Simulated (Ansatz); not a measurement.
Three curves of one kind of scan: energy against volume (even scaling of the relaxed cell, symmetry kept). Method: PBE (plane waves to 420 eV, PAW, scalar-relativistic; Ansatz, an electronic-structure program). Each is measured from its own zero (the relaxed starting cell). 

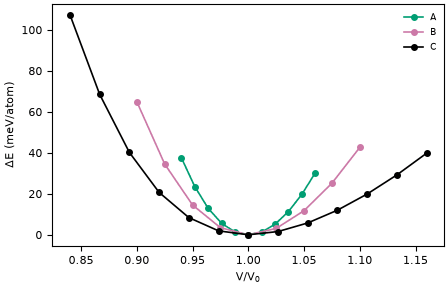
Fig. 1. Curves A, B and C.

Q: Which curve belongs to the crystal with a fitted bulk modulus at fixed cell shape of 218 GPa and a relaxed volume of 13.67 Å³/atom?

A: Curve A, WSi₂ (MoSi2 type, space group I4/mmm): near the minimum ΔE ≈ ½·B₀·V₀·(V/V₀ − 1)², with B₀·V₀ = 19 eV/atom.

All were relaxed with their symmetry unable to fall. BaTiO3 is run without spin polarisation. Spin-orbit coupling is left out. WSi2 is run without spin polarisation.

(A scan under strain: stresses follow from slopes of the energy per volume, elastic moduli from its curvatures.)
